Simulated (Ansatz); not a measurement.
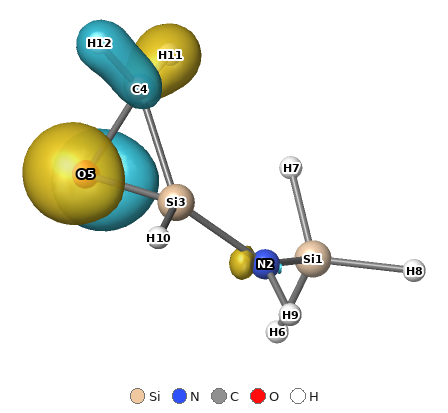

The picture shows: CH7NOSi2 (SMILES [SiH3]N[SiH]1CO1). The HOMO−1 at ±0.2 Å⁻³ᐟ² (yellow and cyan are the two phases), seen at an oblique angle.

These are results of RKS B3LYP/def2-mTZVP in Ansatz 0.2.0, not measurements.

```tsv
atom	x (Å)	y (Å)	z (Å)
Si	-0.8238	-1.2097	1.9248
N	-0.5710	-0.0623	0.6265
Si	0.4143	-0.1896	-0.7707
C	1.8904	-1.2300	-0.9224
O	0.5660	-1.6531	-1.5399
H	-2.0686	-1.9981	1.7552
H	0.3354	-2.1269	1.9521
H	-0.9217	-0.4718	3.2074
H	-1.1419	0.7755	0.6619
H	0.2036	1.0120	-1.5990
H	2.2034	-1.9186	-0.1420
H	2.6580	-1.0741	-1.6763
```

### Describe this orbital and give its energy.

It lies mainly on O5 (about 65 %), C4 (about 10 %) and H11 (about 5 %). Its energy is −7.80 eV.
